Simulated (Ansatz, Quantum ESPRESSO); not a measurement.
# SiBi (Pm-3m): phonons by linear response

Aim: the phonon dispersion of SiBi (Pm-3m), checked by a second program.

Calculated with Quantum ESPRESSO 7.5; DFT LDA, scalar-relativistic, plane waves, PseudoDojo norm-conserving pseudopotentials.

The structure was built from a prototype and need not be the compound's stable phase.

## (1) The structure

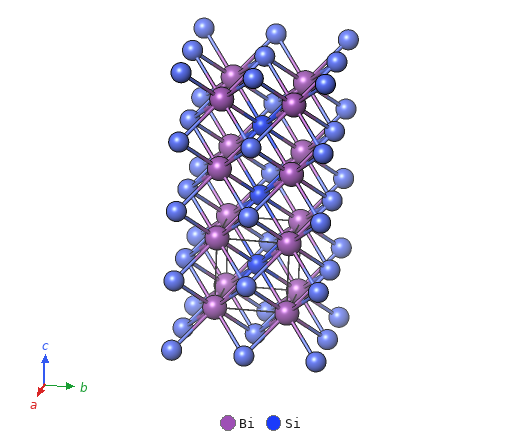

The starting structure, seen slightly off an axis (bismuth purple, silicon blue). 1×1×3 cells are drawn. Some periodic images of atoms are drawn too.

As a file:

```
Bi Si
1.0
     3.52231    0.00000    0.00000
     0.00000    3.52231    0.00000
     0.00000    0.00000    3.52231
Bi Si
1 1
Direct
  0.00000 0.00000 0.00000
  0.50000 0.50000 0.50000
```

## (2) A probe with smearing

Before anything dear is run, a loose run with smearing shows whether this is a metal and how far the cell is from rest.

Contents of probe.in:

```
&CONTROL
  calculation = 'scf'
  prefix      = 'x'
  outdir      = './tmp'
  pseudo_dir  = './pseudo'
  tprnfor     = .true.
  tstress     = .true.
  verbosity   = 'high'
/
&SYSTEM
  ibrav       = 1
  celldm(1)   = 6.65619463
  nat         = 2
  ntyp        = 2
  ecutwfc     = 70.0
  occupations = 'smearing'
  smearing    = 'gaussian'
  degauss     = 0.01
/
&ELECTRONS
  conv_thr         = 1.0d-07
  mixing_beta      = 0.7
  electron_maxstep = 100
/
ATOMIC_SPECIES
 Bi    208.9804  Bi.upf
 Si     28.0850  Si.upf
ATOMIC_POSITIONS crystal
 Bi     0.000000000   0.000000000   0.000000000
 Si     0.500000000   0.500000000   0.500000000
K_POINTS automatic
 6 6 6 0 0 0
```

On the command line:

```bash
$ OMP_NUM_THREADS=1 mpirun -n 4 pw.x -nk 4 -in probe.in > probe.out
```

Log:

```text
[banners, grids, parts of the stress and lines that vanish by symmetry left out]
Program PWSCF v.7.5
     bravais-lattice index     =            1
     lattice parameter (alat)  =       6.6562  a.u.
[...]
kinetic-energy cutoff     =      70.0000  Ry
     charge density cutoff     =     280.0000  Ry
     scf convergence threshold =      1.0E-07
[...]
Exchange-correlation= SLA  PW   NOGX NOGC
                           (   1   4   0   0   0   0   0)
[...]
48 Sym. Ops., with inversion, found
[...]
(     0          1          0      )
                  (     0          0          1      )
[...]
(  0.0000000  1.0000000  0.0000000 )
                  (  0.0000000  0.0000000  1.0000000 )
[...]
(     0         -1          0      )
                  (     0          0          1      )
[...]
(  0.0000000 -1.0000000  0.0000000 )
[...]
(     0          0          1      )
                  (     1          0          0      )
[...]
( -1.0000000  0.0000000  0.0000000 )
                  (  0.0000000  1.0000000  0.0000000 )
[...]
number of k points=    20  Gaussian smearing, width (Ry)=  0.0100
[...]
End of self-consistent calculation
[...]
the Fermi energy is    12.1561 ev
!    total energy              =    -172.28378409 Ry
[...]
convergence has been achieved in   6 iterations
[...]
atom    1 type  1   force =     0.00000000    0.00000000    0.00000000
     atom    2 type  2   force =     0.00000000    0.00000000    0.00000000
[...]
Total force =     0.000000     Total SCF correction =     0.000000
[...]
total   stress  (Ry/bohr**3)                   (kbar)     P=       19.72
[...]
XML data file, charge density, pseudopotentials, collected wavefunctions

   JOB DONE.
```

Run time: 3 s. Hardware: 4 MPI ranks of Arm Neoverse V1, shared host; 12 s of CPU time.

This step gave:

* volume per atom: 21.85 Å³
* pressure: 1.972 GPa
* gap on the k-mesh: 0 eV

No gap opens on this mesh, so smearing is kept; the start stands at 2.0 GPa.

## (3) Relaxing the cell and atoms

The relaxation runs at a cutoff a fifth above that of the response, since stress converges more slowly with the basis than frequencies do. Forces and stress are brought to rest with tight thresholds.

Contents of relax.in:

```
&CONTROL
  calculation   = 'vc-relax'
  prefix        = 'x'
  outdir        = './tmp'
  pseudo_dir    = './pseudo'
  tprnfor       = .true.
  tstress       = .true.
  forc_conv_thr = 2.0d-05
  etot_conv_thr = 1.0d-07
  nstep         = 40
/
&SYSTEM
  ibrav       = 1
  celldm(1)   = 6.65619463
  nat         = 2
  ntyp        = 2
  ecutwfc     = 84
  occupations = 'smearing'
  smearing    = 'mv'
  degauss     = 0.02
/
&ELECTRONS
  conv_thr         = 1.0d-11
  mixing_beta      = 0.7
  electron_maxstep = 100
/
&IONS
/
&CELL
  press_conv_thr = 0.2
/
ATOMIC_SPECIES
 Bi    208.9804  Bi.upf
 Si     28.0850  Si.upf
ATOMIC_POSITIONS crystal
 Bi     0.000000000   0.000000000   0.000000000
 Si     0.500000000   0.500000000   0.500000000
K_POINTS automatic
 10 10 10 0 0 0
```

On the command line:

```bash
$ OMP_NUM_THREADS=1 mpirun -n 4 pw.x -nk 4 -in relax.in > relax.out
```

Log:

```text
[banners, grids, parts of the stress and lines that vanish by symmetry left out]
[banner, memory and clock lines left out]
Program PWSCF v.7.5

[...]
kinetic-energy cutoff     =      84.0000  Ry
     charge density cutoff     =     336.0000  Ry
     scf convergence threshold =      1.0E-11
[...]
energy convergence thresh.=      1.0E-07
     force convergence thresh. =      2.0E-05
     press convergence thresh. =      2.0E-01
     Exchange-correlation= SLA  PW   NOGX NOGC
                           (   1   4   0   0   0   0   0)
[...]
48 Sym. Ops., with inversion, found
[...]
number of k points=    56  Marzari-Vanderbilt smearing, width (Ry)=  0.0200
[...]
End of self-consistent calculation
[...]
the Fermi energy is    11.9311 ev
!    total energy              =    -172.29040931 Ry
[...]
convergence has been achieved in   8 iterations
[...]
atom    1 type  1   force =     0.00000000    0.00000000    0.00000000
     atom    2 type  2   force =     0.00000000    0.00000000    0.00000000
     Total force =     0.000000     Total SCF correction =     0.000000
[...]
total   stress  (Ry/bohr**3)                   (kbar)     P=       20.44
[...]
number of bfgs steps    =   0
[...]
CELL_PARAMETERS (alat=  6.65619463)
[...]
ATOMIC_POSITIONS (crystal)
Bi               0.0000000000        0.0000000000        0.0000000000
Si               0.5000000000        0.5000000000        0.5000000000
[...]
New effective cutoffs (rho, wfc):  333.61   83.41
[...]
End of self-consistent calculation
[...]
the Fermi energy is    11.7680 ev
!    total energy              =    -172.29074803 Ry
[...]
convergence has been achieved in   5 iterations
[...]
atom    1 type  1   force =     0.00000000    0.00000000    0.00000000
     atom    2 type  2   force =     0.00000000    0.00000000    0.00000000
     Total force =     0.000000     Total SCF correction =     0.000000
[...]
total   stress  (Ry/bohr**3)                   (kbar)     P=       11.95
[...]
number of bfgs steps    =   1
[...]
CELL_PARAMETERS (alat=  6.65619463)
[...]
ATOMIC_POSITIONS (crystal)
Bi               0.0000000000        0.0000000000        0.0000000000
Si               0.5000000000        0.5000000000        0.5000000000
[...]
New effective cutoffs (rho, wfc):  331.08   82.78
[...]
End of self-consistent calculation
[...]
the Fermi energy is    11.5908 ev
!    total energy              =    -172.29092221 Ry
[...]
convergence has been achieved in   7 iterations
[...]
atom    1 type  1   force =     0.00000000    0.00000000    0.00000000
     atom    2 type  2   force =     0.00000000    0.00000000    0.00000000
     Total force =     0.000000     Total SCF correction =     0.000000
[...]
total   stress  (Ry/bohr**3)                   (kbar)     P=        3.14
[...]
number of bfgs steps    =   2
[...]
CELL_PARAMETERS (alat=  6.65619463)
[...]
ATOMIC_POSITIONS (crystal)
[...]
New effective cutoffs (rho, wfc):  330.18   82.55
[...]
End of self-consistent calculation
[...]
the Fermi energy is    11.5274 ev
!    total energy              =    -172.29093577 Ry
[...]
convergence has been achieved in   7 iterations
[...]
atom    1 type  1   force =     0.00000000    0.00000000    0.00000000
     atom    2 type  2   force =     0.00000000    0.00000000    0.00000000
     Total force =     0.000000     Total SCF correction =     0.000000
[...]
total   stress  (Ry/bohr**3)                   (kbar)     P=        0.10
[...]
number of bfgs steps    =   3
[...]
CELL_PARAMETERS (alat=  6.65619463)
[...]
ATOMIC_POSITIONS (crystal)
[...]
New effective cutoffs (rho, wfc):  330.15   82.55
[...]
End of self-consistent calculation
[...]
the Fermi energy is    11.5254 ev
!    total energy              =    -172.29093578 Ry
[...]
convergence has been achieved in   4 iterations
[...]
atom    1 type  1   force =     0.00000000    0.00000000    0.00000000
     atom    2 type  2   force =     0.00000000    0.00000000    0.00000000
     Total force =     0.000000     Total SCF correction =     0.000000
[...]
total   stress  (Ry/bohr**3)                   (kbar)     P=        0.00
[...]
bfgs converged in   5 scf cycles and   4 bfgs steps
[...]
End of BFGS Geometry Optimization
     Final enthalpy           =    -172.2909357843 Ry
     File ./tmp/x.bfgs deleted, as requested
[...]
CELL_PARAMETERS (alat=  6.65619463)
[...]
ATOMIC_POSITIONS (crystal)
Bi               0.0000000000        0.0000000000        0.0000000000
Si               0.5000000000        0.5000000000        0.5000000000
[...]
Final scf calculation at the relaxed structure.
[...]
kinetic-energy cutoff     =      84.0000  Ry
     charge density cutoff     =     336.0000  Ry
     scf convergence threshold =      1.0E-13
[...]
press convergence thresh. =      2.0E-01
     Exchange-correlation= SLA  PW   NOGX NOGC
                           (   1   4   0   0   0   0   0)
[...]
48 Sym. Ops., with inversion, found
[...]
number of k points=    56  Marzari-Vanderbilt smearing, width (Ry)=  0.0200
[...]
c_bands:  1 eigenvalues not converged
[...]
End of self-consistent calculation
[...]
the Fermi energy is    11.5254 ev
!    total energy              =    -172.29093647 Ry
[...]
convergence has been achieved in  10 iterations
[...]
atom    1 type  1   force =     0.00000000    0.00000000    0.00000000
     atom    2 type  2   force =     0.00000000    0.00000000    0.00000000
     Total force =     0.000000     Total SCF correction =     0.000000
[...]
total   stress  (Ry/bohr**3)                   (kbar)     P=        0.00
[...]
XML data file, charge density, pseudopotentials, collected wavefunctions
```

It took 48 s on 4 MPI ranks.

Step by step:

```
step  energy less that of the first step (eV)  largest force (eV/Å)  pressure (GPa)  volume (Å³)
   1                                   0.0000                0.0000            2.04        43.70
   2                                  -0.0046                0.0000            1.19        44.16
   3                                  -0.0070                0.0000            0.31        44.66
   4                                  -0.0072                0.0000            0.01        44.85
   5                                  -0.0072                0.0000            0.00        44.85
   6                                  -0.0072                0.0000            0.00        44.85
```

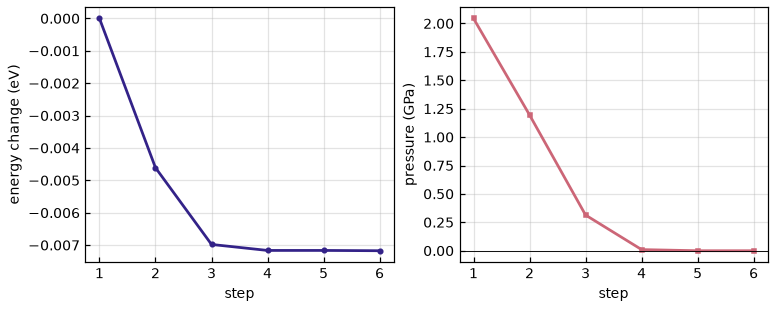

Energy and pressure along the relaxation.

| conventional cell, symmetrised | before | after | change |
| --- | --- | --- | --- |
| a (Å) | 3.522 | 3.553 | +0.9 % |
| b (Å) | 3.522 | 3.553 | +0.9 % |
| c (Å) | 3.522 | 3.553 | +0.9 % |
| volume (Å³/atom) | 21.85 | 22.43 | +2.6 % |

The relaxed structure:

```
CELL_PARAMETERS angstrom
3.55301 0.00000 0.00000
0.00000 3.55301 0.00000
0.00000 0.00000 3.55301
ATOMIC_POSITIONS crystal
Bi 0.00000 0.00000 0.00000
Si 0.50000 0.50000 0.50000
```

The last row of the table of steps is pw.x's closing run on a basis chosen anew for the final cell, so its energy can jump.

Read from the output:

| Property | Result |
| --- | --- |
| volume per atom | 22.43 Å³ |
| pressure | 0 GPa |

The volume changes by +2.6 % from the cell with which this run began.

## (4) Self-consistent run for the response

Perturbation theory inherits every error of the wavefunctions, so the threshold is set near the limit of the arithmetic. Smearing stays on, as the first look found no gap above 0.3 eV.

Contents of scf.in:

```
&CONTROL
  calculation = 'scf'
  prefix      = 'x'
  outdir      = './tmp'
  pseudo_dir  = './pseudo'
  tprnfor     = .true.
  tstress     = .true.
/
&SYSTEM
  ibrav       = 1
  celldm(1)   = 6.71421127
  nat         = 2
  ntyp        = 2
  ecutwfc     = 70.0
  occupations = 'smearing'
  smearing    = 'mv'
  degauss     = 0.02
/
&ELECTRONS
  conv_thr         = 1.0d-12
  mixing_beta      = 0.7
  electron_maxstep = 100
/
ATOMIC_SPECIES
 Bi    208.9804  Bi.upf
 Si     28.0850  Si.upf
ATOMIC_POSITIONS crystal
 Bi     0.000000000   0.000000000   0.000000000
 Si     0.500000000   0.500000000   0.500000000
K_POINTS automatic
 10 10 10 0 0 0
```

On the command line:

```bash
$ OMP_NUM_THREADS=1 mpirun -n 4 pw.x -nk 4 -in scf.in > scf.out
```

Log:

```text
[banners, grids, parts of the stress and lines that vanish by symmetry left out]
[banner, memory and clock lines left out]
Program PWSCF v.7.5

[...]
kinetic-energy cutoff     =      70.0000  Ry
     charge density cutoff     =     280.0000  Ry
     scf convergence threshold =      1.0E-12
[...]
Exchange-correlation= SLA  PW   NOGX NOGC
                           (   1   4   0   0   0   0   0)
[...]
48 Sym. Ops., with inversion, found
[...]
number of k points=    56  Marzari-Vanderbilt smearing, width (Ry)=  0.0200
[...]
End of self-consistent calculation
[...]
the Fermi energy is    11.5254 ev
!    total energy              =    -172.29092658 Ry
[...]
convergence has been achieved in   9 iterations
[...]
atom    1 type  1   force =     0.00000000    0.00000000    0.00000000
     atom    2 type  2   force =     0.00000000    0.00000000    0.00000000
     Total force =     0.000000     Total SCF correction =     0.000000
[...]
total   stress  (Ry/bohr**3)                   (kbar)     P=       -0.04
[...]
XML data file, charge density, pseudopotentials, collected wavefunctions
```

Run time: 9 s. Hardware: 4 MPI ranks; 36 s of CPU time.

Numbers from this step:

```yaml
pressure: -0.004 GPa
```

The cell stands at -0.004 GPa, close enough for phonons.

(Part 1 of 3 ends here.)

[Host names and launcher messages were left out of these logs when they were recorded.]

[Logs are printed without paths, hosts, clocks, repeated set-up lines and the standing remarks that a program may print on its own settings, such as how far it seeks lower states.]

[Hosts, paths, dates, database ids (printed as entryN), source tags and the programs' standing remarks are cut or masked in the printed files.]
